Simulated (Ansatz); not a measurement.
```cif
data_structure
_symmetry_space_group_name_H-M 'P 1'
_symmetry_Int_Tables_number 1
_cell_length_a 4.1207
_cell_length_b 4.1207
_cell_length_c 5.8604
_cell_angle_alpha 90.000
_cell_angle_beta 90.000
_cell_angle_gamma 90.000
_cell_volume 99.51
loop_
_atom_site_label
_atom_site_type_symbol
_atom_site_fract_x
_atom_site_fract_y
_atom_site_fract_z
_atom_site_occupancy
Si1 Si 0.50000 0.00000 0.76835 1
Si2 Si 0.00000 0.50000 0.23165 1
Sn1 Sn 0.00000 0.00000 0.50000 1
Ge1 Ge 0.50000 0.50000 0.00000 1
```

Space group P-4m2.

Computed with Ansatz 0.2.0, DFT PBE, scalar-relativistic, plane waves, PAW.

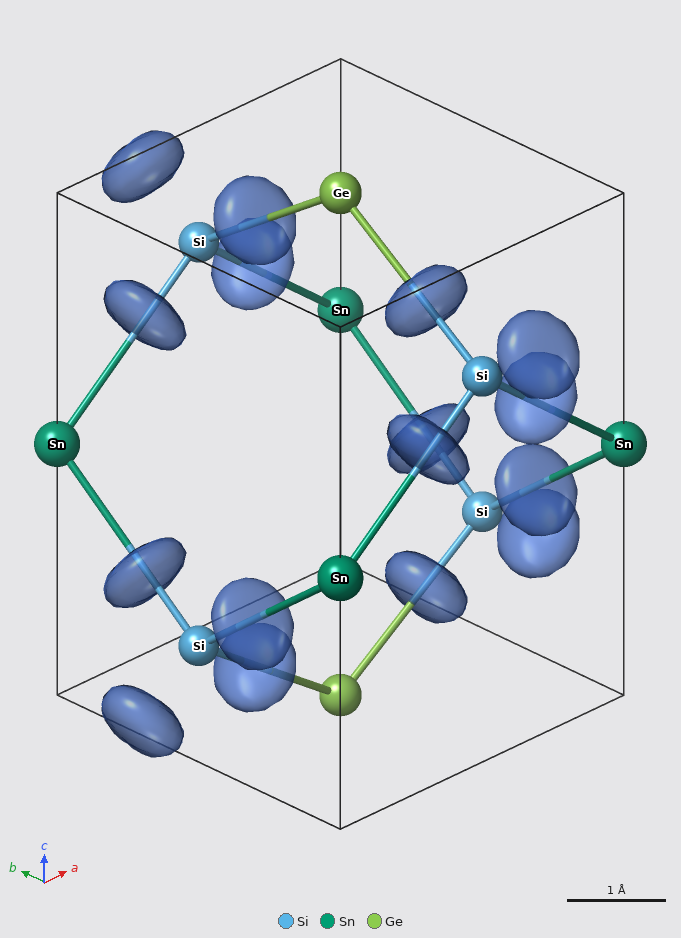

Si2SnGe. Isosurface of the electron localisation function at 0.85 (blue), seen at an oblique angle. Core shells and regions of very low density are left out. Sticks mark near contacts.

Core electrons are frozen (PAW), and the valence fields are smoothed inside the atomic spheres.

**Where are the electrons localised?**

At this value the surface marks out four regions between bonded Ge–Si atoms (shared pairs) and four lobes of the valence shell of Si pointing towards Sn (polar bonds), counted in one cell of 4 atoms. Regions shared between cells count once.

Values along the shortest contacts:
Si–Ge (2.47 Å): the ELF peaks at about 0.90 between the atoms, as expected for a shared electron pair. Si–Sn (2.59 Å): the ELF peaks at about 0.90 in the valence shell of Si, 1.0 Å from its nucleus, and is about 0.75 at the midpoint.
